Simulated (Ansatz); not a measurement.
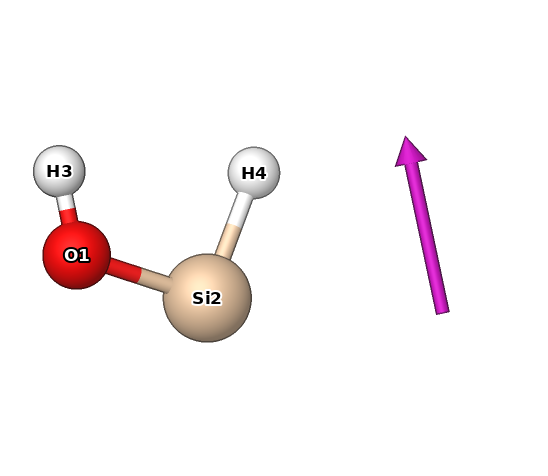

The arrow beside the molecule shows the direction of the dipole moment, from the negative to the positive end (its length means nothing). The geometry was computed by an optimisation with PBE-D4/def2-SVP. No frequency run is at hand to confirm it as a minimum. Method: RKS PBE-D4/def2-SVP (Ansatz 0.2.0).

Q: Estimate the dipole moment.

A: 1.69 D; it points from the side of Si2 to the side of H3 (the outermost atoms at the two ends).
